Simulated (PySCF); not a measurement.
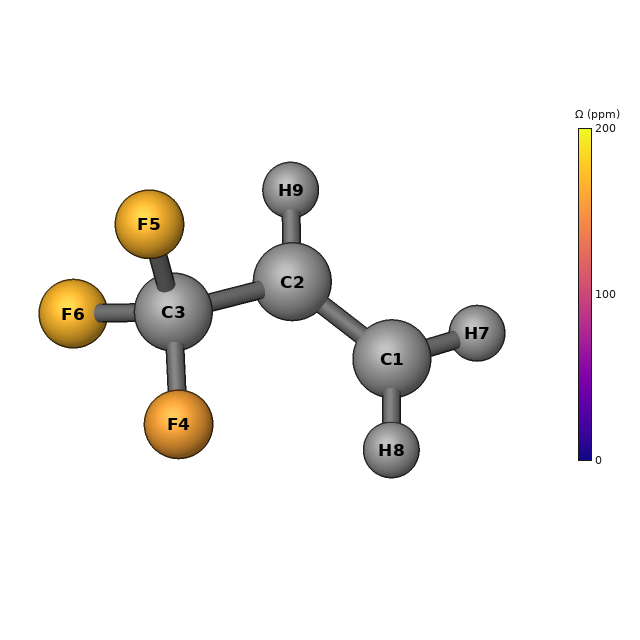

The F atoms are coloured by the span of their shielding tensor. The computed structure is the end point of a PBE0-D3(BJ)/def2-SVP optimisation. No frequency run is at hand to confirm it as a minimum. Method: GIAO KT3/pcSseg-2 NMR shielding, non-relativistic, gas phase (PySCF 2.14.0). Principal shieldings σ11 ≤ σ22 ≤ σ33, span Ω = σ33 − σ11, skew κ = 3(σiso − σ22)/Ω.

Give the shielding tensors of the F atoms.

```json
{"atom": "F4", "σ11": "175.3", "σ22": "276.7", "σ33": "334.0", "σiso": "262.0", "Ω": "158.7", "κ": "−0.28"}
{"atom": "F5, F6", "σ11": "156.9", "σ22": "233.6", "σ33": "325.6", "σiso": "238.7", "Ω": "168.7", "κ": "0.09"}
```

Shieldings and span in ppm.
